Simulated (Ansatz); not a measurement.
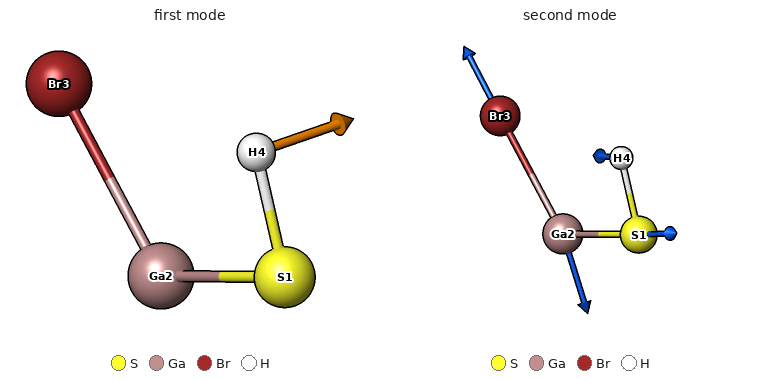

The system is BrGaHS, SMILES [SH][Ga][Br], spin multiplicity 2; the picture shows the reference structure; its two panels give the patterns of the first and the second mode as arrows. The first coordinate is: normal mode 2 (214 cm⁻¹); the second: normal mode 3 (257 cm⁻¹). Nothing is relaxed (straight displacements along the two mass-weighted modes). The scan uses a 15 × 15 grid; 123 points were computed and 81 follow by symmetry. At 21 points there is no value. Points are written as (first, second). Energies: kJ/mol, counted from the lowest grid point. The calculation used Ansatz 0.2.0, UKS PBE-D4/def2-SVP.

Its coordinates:

| atom | x (Å) | y (Å) | z (Å) |
| --- | --- | --- | --- |
| S | -0.7218 | 1.2711 | -0.7247 |
| Ga | -0.7577 | -0.9429 | -0.2230 |
| Br | 1.0607 | -1.7902 | 1.0064 |
| H | 0.4743 | 1.4019 | -0.0789 |

Range: normal mode 2 (214 cm⁻¹) from −0.468 to 0.468 amu½·Å; normal mode 3 (257 cm⁻¹) from −2.87 to 2.87 amu½·Å.

Question: What landscape does the calculation give?

Answer: The lowest grid point is at (−0.067 amu½·Å, 0.00 amu½·Å). The smooth surface has its minimum beside a grid point that was not computed. The same energy is found at (0.067 amu½·Å, 0.00 amu½·Å). Other grid points that lie below all their neighbours: (0.201 amu½·Å, 0.00 amu½·Å) (0.5 kJ/mol higher). The highest grid point, (−0.468 amu½·Å, −2.87 amu½·Å), lies 191 kJ/mol above the lowest.

| normal mode 3 (257 cm⁻¹) ↓, normal mode 2 (214 cm⁻¹) → | −0.468 | −0.401 | −0.334 | −0.267 | −0.201 | −0.134 | −0.067 | 0.000 | 0.067 | 0.134 | 0.201 | 0.267 | 0.334 | 0.401 | 0.468 |
| --- | --- | --- | --- | --- | --- | --- | --- | --- | --- | --- | --- | --- | --- | --- | --- |
| 2.87 | 70 | 66 | 63 | 61 | 60 | 59 | 58 | 58 | 58 | 59 | 60 | 61 | 63 | 66 | 70 |
| 2.46 | 56 | – | 50 | 48 | 47 | 46 | 46 | 46 | 46 | 46 | 47 | – | 50 | – | 56 |
| 2.05 | 44 | 40 | 38 | 36 | 35 | 34 | 34 | 34 | 34 | 34 | 35 | 36 | 38 | 40 | 44 |
| 1.64 | 32 | 29 | 27 | 25 | 24 | 24 | 23 | 23 | 23 | – | 24 | – | 27 | 29 | 32 |
| 1.23 | 23 | 19 | 17 | 16 | 15 | 14 | 14 | 14 | 14 | 14 | 15 | 16 | 17 | 19 | 23 |
| 0.82 | 15 | – | 10 | – | 7 | 7 | 7 | 7 | 7 | – | 7 | 8 | 10 | 12 | 15 |
| 0.41 | 10 | 7 | 4 | 3 | 2 | 2 | 2 | 2 | 2 | 2 | 2 | 3 | 4 | 7 | 10 |
| 0.00 | 8 | 5 | 3 | 1 | 1 | 0 | 0 | – | 0 | – | 1 | 1 | 3 | – | 8 |
| −0.41 | 10 | 7 | 5 | 3 | 3 | 2 | 2 | 2 | 2 | 2 | 3 | 3 | 5 | 7 | 10 |
| −0.82 | 18 | – | 12 | – | 10 | – | 9 | 9 | 9 | 9 | 10 | – | 12 | – | 18 |
| −1.23 | 31 | 28 | 26 | 24 | 23 | 23 | 23 | 23 | 23 | 23 | 23 | 24 | 26 | 28 | 31 |
| −1.64 | 53 | 50 | 48 | 46 | 45 | 44 | 44 | – | 44 | – | 45 | 46 | 48 | – | 53 |
| −2.05 | 86 | 82 | 79 | 78 | 76 | 76 | 75 | 75 | 75 | 76 | 76 | 78 | 79 | 82 | 86 |
| −2.46 | 130 | – | 124 | 122 | 121 | 120 | 119 | 119 | 119 | 120 | 121 | 122 | 124 | – | 130 |
| −2.87 | 191 | 187 | 184 | 182 | 180 | 179 | 179 | 179 | 179 | 179 | 180 | 182 | 184 | 187 | 191 |

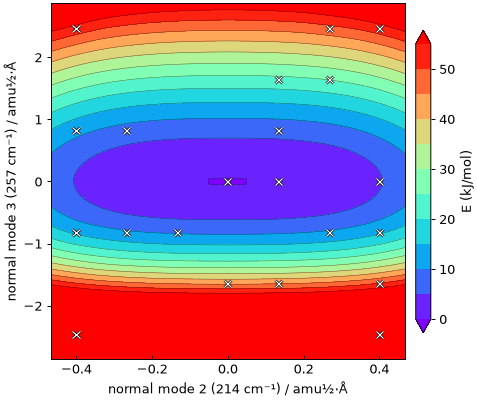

In the figure: filled contours, crosses at grid points without a value, one colour for all values above the top of the scale. Between grid points the surface is interpolated.

Each point was launched as `ansatz run input.yaml --threads 1 --pin off --max-ram 2560MiB --backend cpu --events-out ev --progress --plain --runs-dir out`. Time for the 123 points that were run: 14 min on 1 thread of Intel(R) Xeon(R) Platinum 8488C (Sapphire Rapids), with other jobs on the host.
